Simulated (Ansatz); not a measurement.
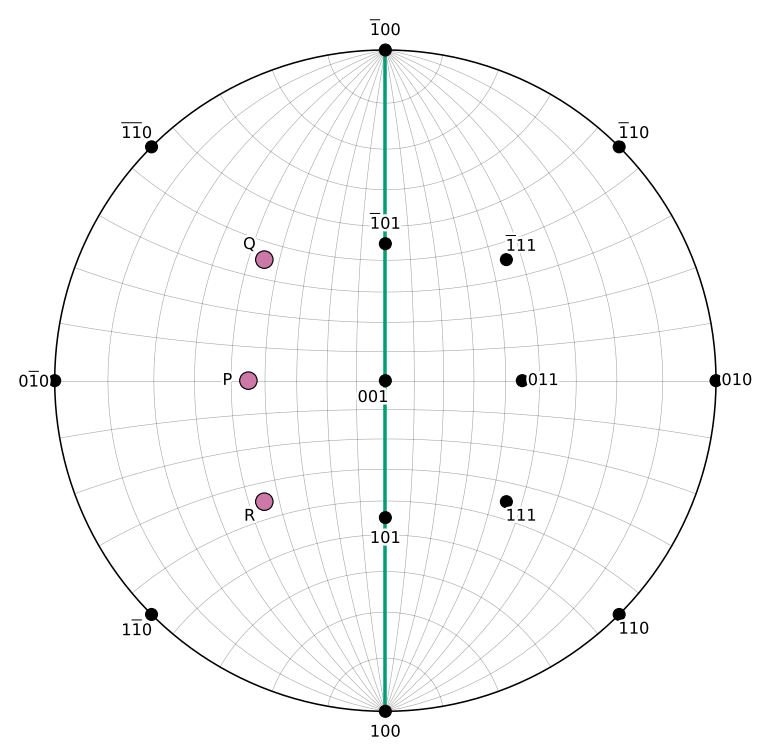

Stereographic projection of plane normals (upper hemisphere) centred on (0 0 1). Crystal: ReP, the input geometry of an electronic-structure calculation (not necessarily at equilibrium); the starting structure was generated, so it need not be a known form of this composition. The drawing is computed from the coordinates (standard cell, symmetry found to 0.002 Å).

a = 5.259 Å, b = 5.259 Å, c = 5.259 Å, α = 90.00°, β = 90.00°, γ = 90.00°.

Q: Index the poles marked P, Q, R.

A: P is (0 −1 1), 45.0° from the centre; Q is (−1 −1 1), 54.7° from the centre; R is (1 −1 1), 54.7° from the centre.

Q: Which zone does the coloured great circle trace?

A: The zone [0 1 0]: its poles satisfy k = 0.

Q: What is the angle between the normals of (−1 1 0) and (1 1 1), and what are their d_hkl = 1/|g|?

A: 90.0°; d = 3.719 Å and 3.036 Å.
